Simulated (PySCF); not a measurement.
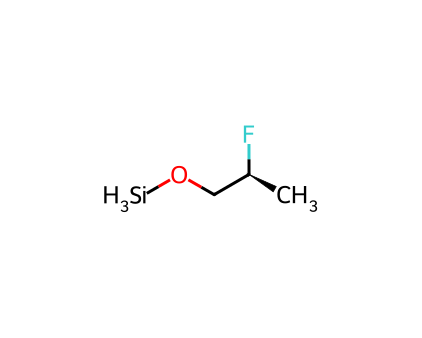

Structural formula above. The computed structure is the end point of a PBE0-D3(BJ)/def2-SVP optimisation. No frequency run is at hand to confirm it as a minimum.

What does the molecule look like in three dimensions?

It has 15 atoms: 3 carbon, 9 hydrogen, 1 fluorine, 1 oxygen and 1 silicon (C₃H₉FOSi). As SMILES it reads `C[C@H](F)CO[SiH3]`. It has no ring. Among its groups: C–F bond, Si–H bond, Si–O bond. This geometry has C1 symmetry. Coordination: 3 C tetrahedral; 1 O bent; 1 Si tetrahedral.

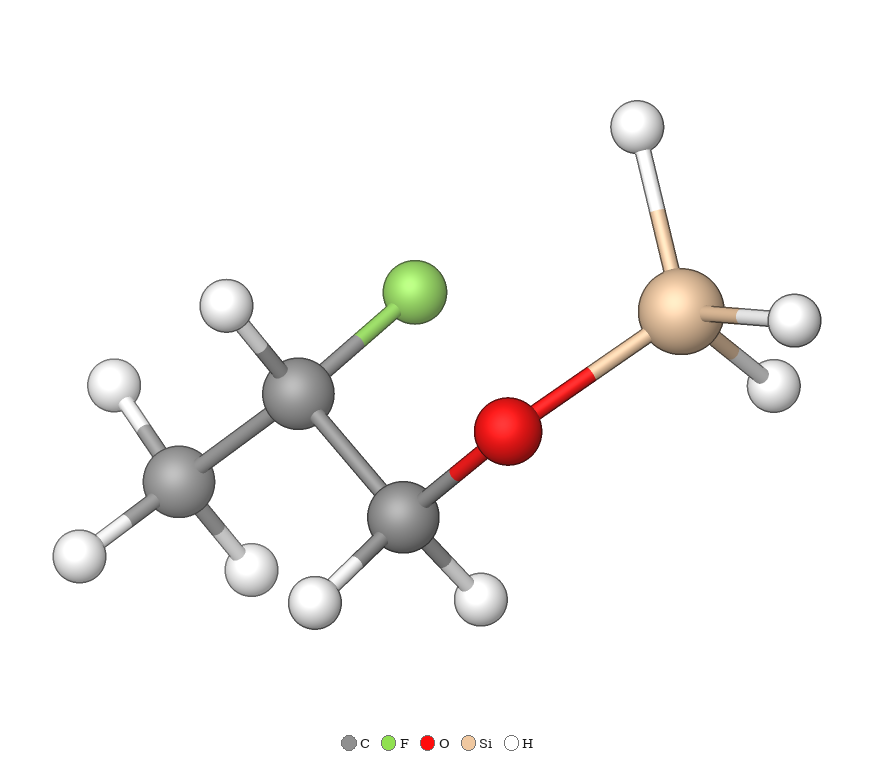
